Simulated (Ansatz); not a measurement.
Input

```
crystal:
  lattice:
    - [3.0043330876, 0.0, 0.0]
    - [-1.5021665438, 2.6018287753, 0.0]
    - [0.0, 0.0, 7.5398022159]
  atoms:
    - { symbol: Tm, position: [0.0, 0.0, 0.0] }
    - { symbol: H, position: [0.0, 0.0, 0.2657779889] }
    - { symbol: H, position: [0.0, 0.0, 0.7342220111] }
    - { symbol: W, position: [0.0, 0.0, 0.5] }
basis:
  ecutwfc: 690
kpoints:
  mp_grid: { grid: [18, 18, 6] }
hamiltonian:
  xc: pbe
  pseudopotentials:
    kind: paw
    azcp: { Tm: "pseudopotentials/pbe/nc/lanthanide_3plus/Tm.nc.azcp" }
scf:
  occupations: { method: gaussian, width: 0.1 }
output:
  forces: true
  stress: true
  eigenvalues: true
  write_density: true
  write_potential: true
  elf: true
  volumetric_format: npy
relax:
  adjacent_minimum: "off"
  f_tol: 0.01
  max_steps: 80
  cell: { stress_tol: 0.05 }
```

Run with:

```sh
ansatz run input.yaml --threads 1 --pin off --max-ram 2560MiB --backend cpu --events-out ev --progress --plain --runs-dir out
```

Below, planes, directions and counts refer to the conventional cell (a = 2.98 Å, b = 2.98 Å, c = 7.50 Å, α = 90.00°, β = 90.00°, γ = 120.00°).

The fields are those of the run's last geometry, not of the input's.

Space group P6/mmm; a structure generated by program, which may or may not match a known phase; computed without spin polarisation; no Hubbard U on the f states and no spin–orbit coupling.

Method: DFT PBE, scalar-relativistic, plane waves, PAW; 4f electrons in the core of a trivalent norm-conserving potential in Ansatz.

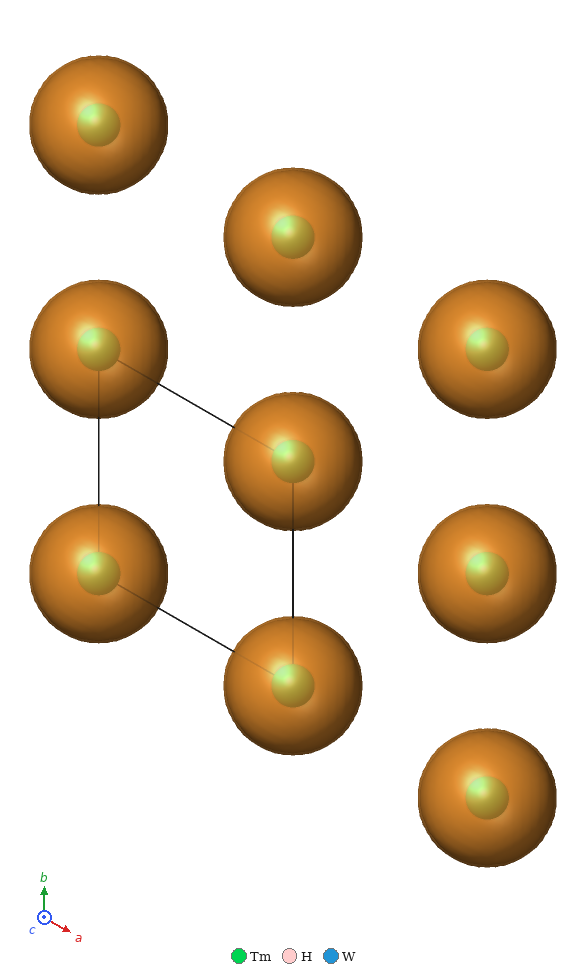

TmH₂W. Isosurface of the valence pseudo-density at 1 e/Å³ (orange), seen along the c axis. Sticks mark near contacts.

Core electrons are replaced by pseudopotentials, and the valence fields are smoothed inside the atomic spheres.

**What does this surface tell about the bonding?**

At this value the density breaks into separate islands; it holds about 55 % of the electrons treated as valence (semicore included). It bridges none of the near contacts. It is pinched off along the sampled W–H (1.77 Å) and Tm–H (1.98 Å) contacts. On the grid the lowest density along these lines, outside the cores, is 0.71 e/Å³ (W–H, 1.77 Å) and 0.38 e/Å³ (Tm–H, 1.98 Å).
